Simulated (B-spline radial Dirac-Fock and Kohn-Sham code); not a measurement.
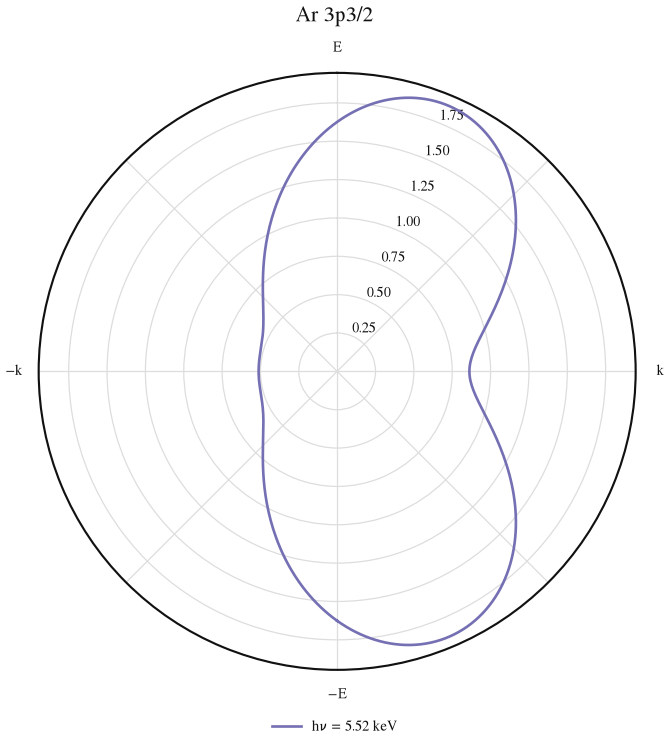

Angular distribution of photoelectrons from M3 (3p3/2) in the plane of the polarisation E (up) and the photon direction k (right), relative to an isotropic one. Species: neutral Ar. The calculation used a Dirac–Hartree–Slater potential; 1 + βP₂(cos θ) + (δ + γ cos²θ) sin θ cos φ with E1 and E1–E2 terms (a B-spline radial atomic code).

> What are β, γ and δ at 5.52 keV?

β = 0.626, γ = 0.986, δ = 0.175.

> Is the pattern at 5.52 keV symmetric between forward and backward?

No: 45° forward of E it is 2.4 times the value 45° backward, from the non-dipole terms.
